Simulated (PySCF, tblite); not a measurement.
# C5H4FN2−: geometry, infrared bands and NMR shifts

Wanted: the infrared bands and NMR shifts of C5H4FN2− (`C=Cc1nc(F)c[n-]1`), by calculation.

Computed with tblite 0.8.0 and PySCF 2.14.0, with density-fitted response routines of our own, on a single molecule in the gas phase. Atoms count from 0, in the outputs and in this text.

## Step 1: Starting geometry

12 atoms, charge -1, multiplicity 1; geometry from: force field or distance geometry start.

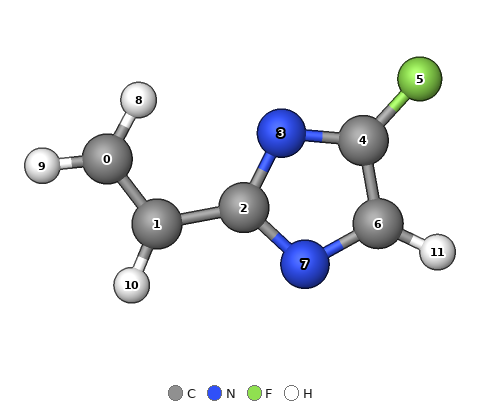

As it starts; carbon grey, nitrogen blue, fluorine green, hydrogen white, atoms numbered; sticks join atoms by distance.

## Step 2: Optimising the geometry with GFN2-xTB

The job: settings as JSON, then the geometry in Å.

```
{"job": {"kind": "relax", "xc": "GFN2-xTB", "basis": "xTB"}, "charge": -1, "multiplicity": 1}
C      2.254400     0.440700     0.627600
C      1.503000    -0.607800     0.275300
C      0.115600    -0.346000    -0.022900
N     -0.516300     0.856400    -0.012300
C     -1.812700     0.734900    -0.338400
F     -2.737000     1.729300    -0.430500
C     -1.999300    -0.604500    -0.598400
N     -0.821100    -1.260600    -0.394600
H      1.725300     1.390500     0.640200
H      3.281000     0.330300     0.876900
H      1.935000    -1.597400     0.243900
H     -2.926700    -1.066400    -0.892800
```

Command:

```sh
OMP_NUM_THREADS=1 python probes_run.py task.json out
```

One launch serves the whole session: the jobs run in the order shown.

**Question.** This job is followed by: GFN2-xTB harmonic vibrations, gas phase; GIAO PBE0/pcSseg-1 NMR shielding, non-relativistic, gas phase. What will the session give for the following? strongest single infrared mode (GFN2-xTB); zero-point energy (GFN2-xTB); 13C shifts against TMS (PBE0/pcSseg-1); 1H shifts against TMS (PBE0/pcSseg-1); 15N shifts against NH3 (PBE0/pcSseg-1); 19F shifts against CFCl3 (PBE0/pcSseg-1).

As calculated:

```
                                 quantity                                 value
strongest single infrared mode (GFN2-xTB)                 3085 cm⁻¹, 175 km/mol
             zero-point energy (GFN2-xTB)                         50.4 kcal/mol
   13C shifts against TMS (PBE0/pcSseg-1)  170.3, 148.1, 146.0, 107.4, 95.2 ppm
    1H shifts against TMS (PBE0/pcSseg-1)            6.43, 6.13, 5.34, 3.97 ppm
   15N shifts against NH3 (PBE0/pcSseg-1)                      314.4, 266.0 ppm
 19F shifts against CFCl3 (PBE0/pcSseg-1)                            -159.6 ppm
```

**Reading.** Over 29 steps the energy fell by 0.543 eV; of the close pairs, C0–H9 changed most, 1.062 to 1.081 Å. All 30 modes are real, so the xTB geometry is a minimum. The strongest single mode, at 3085 cm⁻¹, moves mainly H11. GFN2-xTB is a fitted tight-binding method: band positions and strengths are rough. Its intensities can rank the bands wrongly. At PBE0/pcSseg-1: The largest span, 472 ppm, is at N7, where the paramagnetic term is -380 ppm. NICS(1)zz of -28 ppm above the planar ring from C2 marks a diatropic (aromatic) ring current.
